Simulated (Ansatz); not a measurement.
# AlH₂Cl₃ (built from SMILES [Cl][Al]([Cl])[Cl].[H][H]): a barrier at many levels of theory

How high is the barrier of this step (Al1–H6 formed, Cl2–H5 formed, Al1–Cl2 loosened, H5–H6 broken), and how far do cheaper methods land from CCSD(T)?

Method: single points in def2-TZVPP on PBE0-D4/def2-TZVP structures; program: Ansatz 0.2.0, Gaussian basis.

Levels: SPW92, PBE-D4, BLYP-D4, r2SCAN-D4, B97M-V, PBE0-D4, B3LYP-D4, r2SCAN0-D4, BHLYP-D4, CAM-B3LYP-D4, wB97X-V, wB97M-V, B2PLYP, PBE-QIDH, RPA on PBE, Hartree-Fock, MP2, CCSD, CCSD(T). The reference is CCSD(T) at the basis limit, from triple and quadruple zeta. Zero-point energies come from PBE0-D4 vibrations.

Cores are frozen in the correlated methods. B3LYP uses VWN-RPA correlation. B2PLYP carries no dispersion term here.

23 further runs of the same task are left out: 23 set aside as unsound or not needed.

## Step 1: The three structures

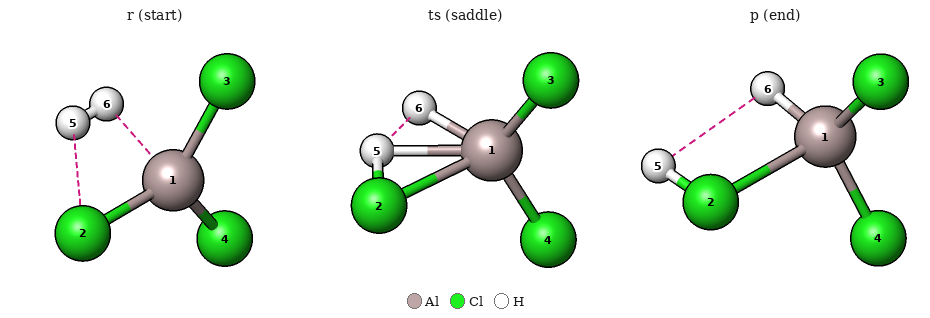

Start, saddle and end (aluminium light grey, chlorine green, hydrogen white); broken lines mark the pairs that change.

Charge 0, multiplicity 1. The folders r, ts and p hold the start, the saddle and the end; their coordinates stand in the first inputs.

| pair | r (Å) | ts (Å) | p (Å) |
| --- | --- | --- | --- |
| Al1–H6 | 2.259 | 1.639 | 1.571 |
| Cl2–H5 | 2.855 | 1.412 | 1.285 |
| Al1–Cl2 | 2.079 | 2.410 | 2.605 |
| H5–H6 | 0.757 | 1.327 | 2.752 |

## Step 2: wB97M-V/def2-TZVPP

File r/in.yaml:

```yaml
crystal:
  periodic: [false, false, false]
  atoms:
    - {symbol: Al, position_ang: [0.548603, -0.277177, -0.272022]}
    - {symbol: Cl, position_ang: [1.163018, 1.542614, -1.066902]}
    - {symbol: Cl, position_ang: [-0.507606, -1.614113, -1.459243]}
    - {symbol: Cl, position_ang: [1.328734, -0.923771, 1.540651]}
    - {symbol: H, position_ang: [-1.161901, 0.971354, 0.487724]}
    - {symbol: H, position_ang: [-1.370849, 0.300994, 0.769891]}
basis:
  gaussian: {orbitals: def2-TZVPP}
hamiltonian: {xc: {name: wB97M-V}}
```

File ts/in.yaml:

```yaml
crystal:
  periodic: [false, false, false]
  atoms:
    - {symbol: Al, position_ang: [0.050701, -0.533472, 0.091741]}
    - {symbol: Cl, position_ang: [0.589322, 1.662405, -0.743290]}
    - {symbol: Cl, position_ang: [-0.375734, -1.760840, -1.534595]}
    - {symbol: Cl, position_ang: [1.484953, -1.061347, 1.505076]}
    - {symbol: H, position_ang: [-0.546434, 1.331542, 0.028080]}
    - {symbol: H, position_ang: [-1.202809, 0.361614, 0.653086]}
basis:
  gaussian: {orbitals: def2-TZVPP}
hamiltonian: {xc: {name: wB97M-V}}
```

File p/in.yaml:

```yaml
crystal:
  periodic: [false, false, false]
  atoms:
    - {symbol: Al, position_ang: [-0.119151, -0.727972, 0.240533]}
    - {symbol: Cl, position_ang: [0.624110, 1.567423, -0.742448]}
    - {symbol: Cl, position_ang: [-0.264325, -1.799060, -1.558217]}
    - {symbol: Cl, position_ang: [1.565784, -1.111261, 1.431286]}
    - {symbol: H, position_ang: [-0.397145, 2.179141, -0.258782]}
    - {symbol: H, position_ang: [-1.409276, -0.108369, 0.887726]}
basis:
  gaussian: {orbitals: def2-TZVPP}
hamiltonian: {xc: {name: wB97M-V}}
```

No record of the launch command was kept for these runs.

The runs that follow: CCSD(T)/def2-TZVPP; MP2/def2-QZVPP; Vibrations of the start structure; Vibrations of the end structure.

**Question.** What will these runs give? Wanted: barrier, CCSD(T)/CBS; reverse barrier, CCSD(T)/CBS; step energy, CCSD(T)/CBS; barrier with zero-point energy; step energy with zero-point energy; imaginary mode at the saddle; largest T1 diagnostic.

**Answer**, as computed:

| quantity | value |
| --- | --- |
| barrier, CCSD(T)/CBS | 1.556 eV |
| reverse barrier, CCSD(T)/CBS | 0.357 eV |
| step energy, CCSD(T)/CBS | +1.199 eV |
| barrier with zero-point energy | 1.544 eV |
| step energy with zero-point energy | +1.210 eV |
| imaginary mode at the saddle | 585i cm⁻¹ |
| largest T1 diagnostic | 0.009 |

**Reading.** The functionals run from BHLYP-D4, off by +0.027 eV, to SPW92, off by -0.504 eV, against CCSD(T)/CBS. By rung, the mean size of the error is: LDA 0.504, GGA 0.239, meta-GGA 0.178, hybrid 0.106, range-separated hybrid 0.060, double hybrid 0.059 eV. PBE-D4 gives a barrier 0.299 eV too low, outside chemical accuracy (1 kcal/mol, 0.043 eV). Every functional without exact exchange puts the barrier too low, the usual mark of self-interaction error, which favours the spread-out density of a saddle. The barrier rises with the share of exact exchange, from BLYP-D4 through B3LYP-D4 to BHLYP-D4 (-0.180, -0.105, +0.027 eV). Hartree-Fock, with no correlation, is off by +0.292 eV. Zero-point motion lowers the barrier by 0.013 eV. The end structure keeps an imaginary mode: no true minimum.
